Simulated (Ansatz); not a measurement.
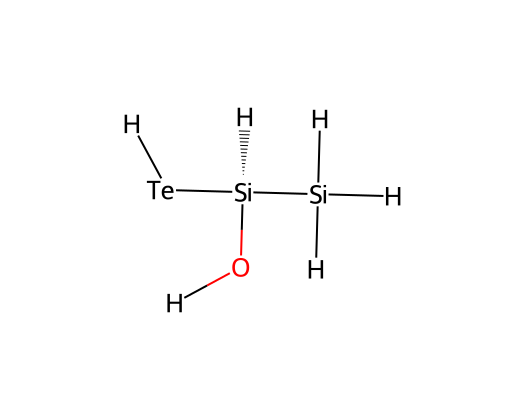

2D structure.

Question: Give its SMILES.

Answer: O[Si@H]([SiH3])[TeH]

Question: What is the molecular formula?

Answer: H6OSi2Te.

Question: An optimisation with PBE0-D4/def2-TZVP gave a structure of which point group?

Answer: C1.

More results for the same structure follow; atom numbers are the same in all pictures, views and colours differ. Computed geometry: PBE0-D4/def2-TZVP optimisation.

### Dipole moment

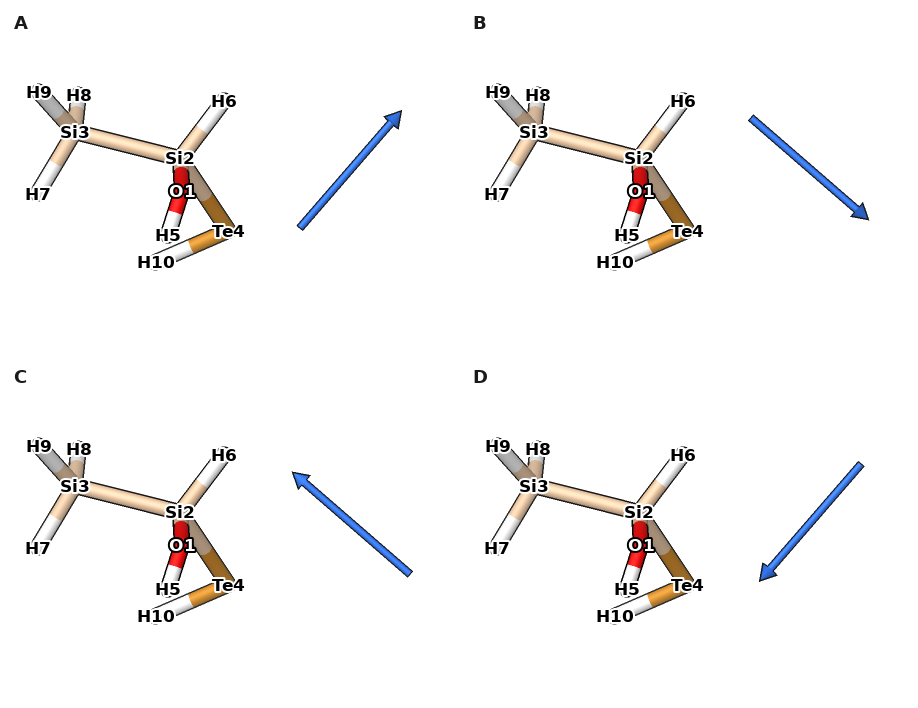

The same molecule four times, each with an arrow. Method: RKS PBE-D4/def2-TZVPP, core potentials on Te (Ansatz 0.2.0).

Question: Which arrow points along the dipole moment, from the negative to the positive end?

Answer: D. The dipole moment is 1.03 D; it points from the side of H6 to the side of H7 (the outermost atoms at the two ends).

### Vibrations

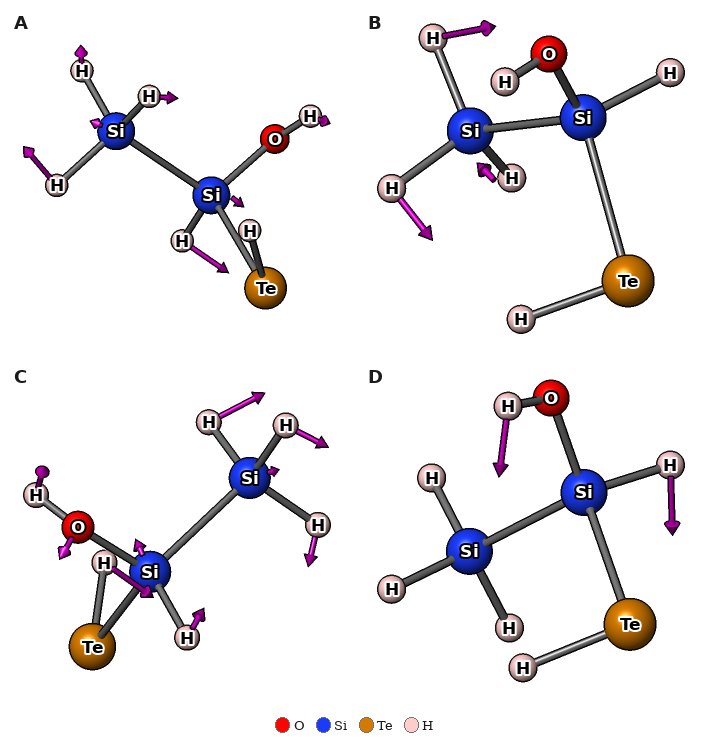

4 normal modes of one molecule or complex, as arrows. Harmonic vibrations computed with RKS PBE0-D4/def2-TZVP, core potentials on Te (Ansatz 0.2.0) at a stationary point of the same level.

Question: Match the panels to the wavenumbers 182 cm⁻¹, 432 cm⁻¹, 778 cm⁻¹, 938 cm⁻¹.

Answer: A: 432 cm⁻¹
B: 938 cm⁻¹, H–Si–H bending
C: 182 cm⁻¹
D: 778 cm⁻¹, angle bending

### Electronic properties

Properties computed with RKS HSE06 (plane-wave form)-D4/def2-TZVPP, core potentials on Te (Ansatz 0.2.0).

Question: What is the HOMO–LUMO gap?

Answer: 5.12 eV.

Question: Give the dispersion correction at this level.

Answer: −22.1 kJ/mol.

Question: Estimate the HOMO energy (Kohn–Sham orbital).

Answer: −6.29 eV.
